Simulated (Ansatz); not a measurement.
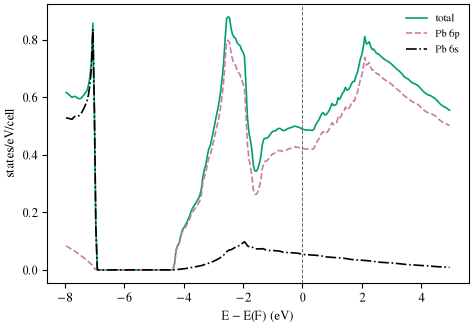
Total and projected density of states of Pb (fcc (Cu type), Fm-3m), the program Ansatz at the r²SCAN+D4 level (PAW)

Task: Which orbitals carry the states next to the Fermi level?

Result: Within 0.5 eV of the Fermi level: Pb 6p 86 %, Pb 6s 11 %. Projections are on Löwdin-orthogonalised atomic valence shells; empty p or d shells of many metals are not among them.

Task: Where is the tallest occupied peak in this window, and what makes it?

Result: Near -2.5 eV, about 0.88 states/eV per cell; the largest projected share is Pb 6p.

The cell was relaxed with r²SCAN+D4 under the symmetry of its start. The pairwise dispersion correction was not fitted to metals. Scalar-relativistic: spin–orbit coupling is off unless named, which matters more the heavier the elements.

Potentials: the later of the program's two PAW sets.
